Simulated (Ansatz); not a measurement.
# CH₄AlNOSi: a few dozen steps of dynamics

What does CH₄AlNOSi do in its first 50 fs with a Langevin thermostat, with the temperature set to 700 K?

Computed with Ansatz 0.2.0, Gaussian basis. Level: r2SCAN/6-31G* with D3(BJ) dispersion.

### 1 Structure used throughout

The structure was relaxed beforehand with PBE0-D4 in a triple-zeta def2 set.

SMILES `[OH][Al]1[CH]=N[SiH2]1`, 9 atoms, charge 0, spin multiplicity 1.

Atoms are counted from 1 here; the program's logs count them from 0.

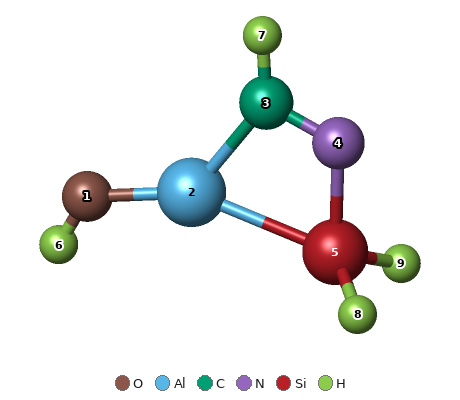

The geometry (oxygen brown, aluminium blue, carbon teal, nitrogen purple, silicon red, hydrogen green); atoms are numbered from 1 in the order of the file.

Geometry (Å):

```
O    -0.8311    2.1766   -1.3898
Al   -0.2700    0.8317   -0.5322
C     1.5288    0.1161   -0.0414
N     1.2201   -0.9403    0.6121
Si   -0.5459   -1.2129    0.7420
H    -1.7424    2.4098   -1.5582
H     2.5907    0.3614   -0.1697
H    -0.9540   -1.2592    2.1740
H    -0.9076   -2.5294    0.1461
```

### 2 Dynamics

The input, in.yaml:

```yaml
crystal:
  periodic: [false, false, false]
  atoms:
    - {symbol: O, position_ang: [-0.831068, 2.176575, -1.389775]}
    - {symbol: Al, position_ang: [-0.270005, 0.831727, -0.532160]}
    - {symbol: C, position_ang: [1.528807, 0.116067, -0.041372]}
    - {symbol: N, position_ang: [1.220097, -0.940331, 0.612104]}
    - {symbol: Si, position_ang: [-0.545943, -1.212938, 0.742007]}
    - {symbol: H, position_ang: [-1.742379, 2.409779, -1.558232]}
    - {symbol: H, position_ang: [2.590696, 0.361360, -0.169681]}
    - {symbol: H, position_ang: [-0.954004, -1.259215, 2.173950]}
    - {symbol: H, position_ang: [-0.907600, -2.529425, 0.146058]}
basis:
  gaussian: {orbitals: "6-31G*"}
hamiltonian: {xc: {name: r2SCAN}, dispersion: d3bj}
md: {timestep: 1 fs, n_steps: 50, ensemble: nvt_langevin, temperature: 700, initial_velocities: maxwell_boltzmann, friction: 0.01, seed: 887}
```

The run is started by

```console
> ansatz run in.yaml --threads 2 --pin off --events-out ev --progress --plain --max-ram 4352MiB
```

Standard output, shortened:

```text
Warning: the engine holds no damping parameters fitted to this dispersion correction and functional, so the run takes those fitted to r2scan beside the three-body term, which d3bj leaves out (hamiltonian.dispersion, under Limitations)
Functional definition: r2SCAN
  name "r2SCAN"
  cite "Furness, Kaplan, Ning, Perdew & Sun, J. Phys. Chem. Lett. 11, 8208 (2020) doi:10.1021/acs.jpclett.0c02405"
  cite "Furness, Kaplan, Ning, Perdew & Sun, J. Phys. Chem. Lett. 11, 9248 (2020) doi:10.1021/acs.jpclett.0c03077"
  parent r2scan
[...]
1060 factors; their error is unknown
[...]
mean field -19108.97646043 eV, -702.2419323913 hartree, gradient 1.3e-5 eV, S^2 0.000000; 0 other end points of the search recorded, 0 dependent functions left out
[...]
reference -19108.97647411 eV, -702.2419328940 hartree; 26, 26 occupied and 65, 65 virtual orbitals, 1060 factors
md step     0: t =     0.00 fs  T =   622.2 K  F+E_penalty+E_count = -19109.03146941 eV  E_kin = 0.723856 eV  (29 SCF iters)
[...]
md step    12: t =    12.00 fs  T =   246.9 K  F+E_penalty+E_count = -19108.63377987 eV  E_kin = 0.287246 eV  (33 SCF iters, 3 dispersion substeps)
[...]
md step    24: t =    24.00 fs  T =   384.1 K  F+E_penalty+E_count = -19108.74947323 eV  E_kin = 0.446834 eV  (33 SCF iters, 3 dispersion substeps)
[...]
md step    36: t =    36.00 fs  T =   446.0 K  F+E_penalty+E_count = -19108.67556820 eV  E_kin = 0.518797 eV  (33 SCF iters, 3 dispersion substeps)
[...]
md step    48: t =    48.00 fs  T =   270.3 K  F+E_penalty+E_count = -19108.62164046 eV  E_kin = 0.314421 eV  (33 SCF iters, 3 dispersion substeps)
[...]
md step    49: t =    49.00 fs  T =   295.1 K  F+E_penalty+E_count = -19108.63959165 eV  E_kin = 0.343331 eV  (33 SCF iters, 3 dispersion substeps)
[...]
md step    50: t =    50.00 fs  T =   338.7 K  F+E_penalty+E_count = -19108.67938329 eV  E_kin = 0.394026 eV  (33 SCF iters, 3 dispersion substeps)
Total energy: -19108.67939658 eV, -702.2310154964 hartree
Atom 0 at    -0.854918     2.185035    -1.228555 Å, force    -0.606329     1.539269    -0.430001 eV/Å
Atom 1 at    -0.220206     0.809747    -0.577711 Å, force     0.542306    -2.075004     0.933560 eV/Å
Atom 2 at     1.577349     0.031925     0.123588 Å, force     0.812685     1.466806    -0.291824 eV/Å
Atom 3 at     1.270568    -0.958125     0.852414 Å, force    -0.406089    -1.069051     0.019112 eV/Å
Atom 4 at    -0.432810    -1.451243     0.607567 Å, force    -0.780992    -0.272760    -0.807773 eV/Å
Atom 5 at    -1.505216     2.901371    -1.185622 Å, force     0.316502    -0.512894    -0.003551 eV/Å
Atom 6 at     2.639309     0.349047     0.149995 Å, force    -0.133005     0.092460    -0.229835 eV/Å
Atom 7 at    -1.011027    -1.776952     1.952979 Å, force    -0.074661    -0.104431    -0.173114 eV/Å
Atom 8 at    -0.602524    -2.715415    -0.344450 Å, force     0.329582     0.935606     0.983426 eV/Å
Dipole moment:    -0.312083     0.565905    -0.183663 e Å
```

Wall time 2 min (2 threads of Intel Xeon at 2.60GHz, shared host).

### 3 Frames and traces

Every 4 steps, with energies from the start:

```
time (fs)  T (K)  potential (meV)  Si5–H9 (Å)
      0.0    622              0.0       1.490
      4.0    343            291.8       1.646
      8.0    477            215.2       1.541
     12.0    247            397.7       1.392
     16.0    404            263.1       1.523
     20.0    356            310.9       1.633
     24.0    384            282.0       1.525
     28.0    353            424.9       1.389
     32.0    464            311.0       1.506
     36.0    446            355.9       1.623
     40.0    466            340.7       1.495
     44.0    232            571.1       1.387
     48.0    270            409.8       1.542
```

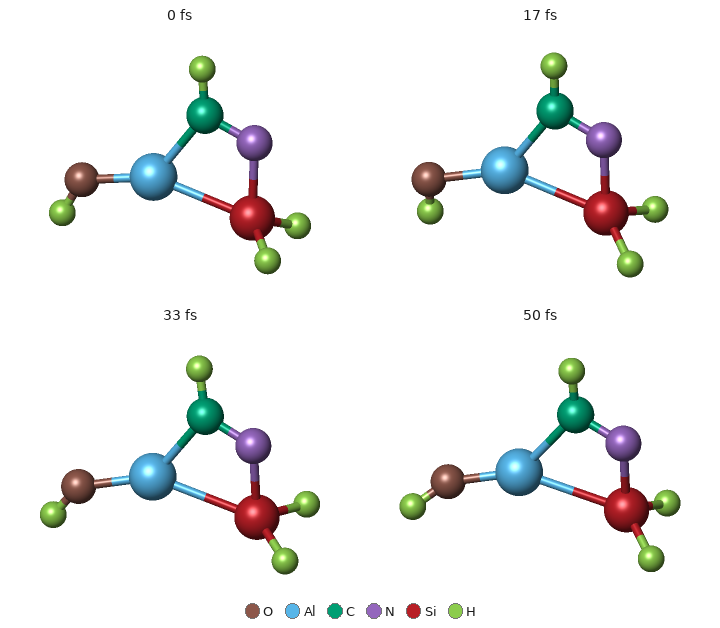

Four frames; sticks are those of the first frame.

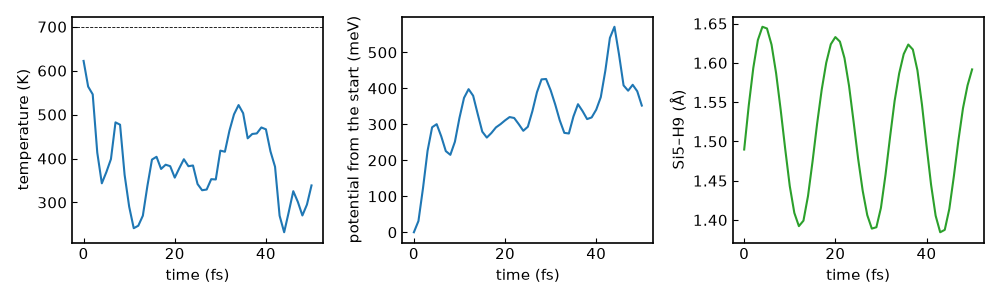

Temperature (the set value dashed), potential energy and the bond that swings most.

Positions (Å) and forces (eV/Å) at 50.0 fs:

```xyz
9

O    -0.855    2.185   -1.229   -0.606    1.539   -0.430
Al   -0.220    0.810   -0.578    0.542   -2.075    0.934
C     1.577    0.032    0.124    0.813    1.467   -0.292
N     1.271   -0.958    0.852   -0.406   -1.069    0.019
Si   -0.433   -1.451    0.608   -0.781   -0.273   -0.808
H    -1.505    2.901   -1.186    0.317   -0.513   -0.004
H     2.639    0.349    0.150   -0.133    0.092   -0.230
H    -1.011   -1.777    1.953   -0.075   -0.104   -0.173
H    -0.603   -2.715   -0.344    0.330    0.936    0.983
```

### 4 Summary of results

| quantity | value |
| --- | --- |
| length | 50 steps of 1.0 fs |
| temperature, first and last frame | 622, 339 K |
| temperature, second half | mean 382 K, from 232 to 522 K |
| swing of the potential | 571 meV |
| range of Si5–H9 | 1.384 to 1.646 Å |

What this shows: From 622 K at the start the temperature swings between 232 and 622 K: with 9 atoms it has no steady value yet; starting near a minimum, about half of the kinetic energy flows into the potential. The first value differs from the one set because the log counts other degrees of freedom than the draw of velocities did. Si5–H9 swings most, by 0.26 Å; no bond breaks. A run of 50 fs gives no averages.
